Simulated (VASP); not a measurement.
Band structure of CdSe (zinc blende). Computed with PBE GGA with D3 dispersion (zero damping), VASP's PBE PAW potentials (set 64) (plane waves; VASP).

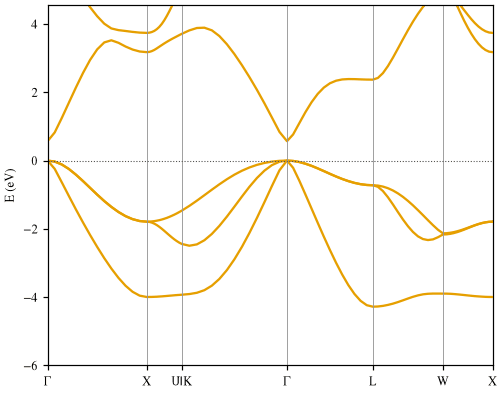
Fig. 1. Bands along high-symmetry lines, zero at the valence-band maximum or, without a gap, the Fermi level

Problem. Read the plot: is there a gap, and where are the band edges?

Solution. The gap is direct, 0.57 eV, from the valence maximum at Γ to the conduction minimum at Γ. (Edges off the drawn lines would not show.)

The compound is CdSe in the zinc blende structure, whereas wurtzite is the usual form. It was relaxed first.
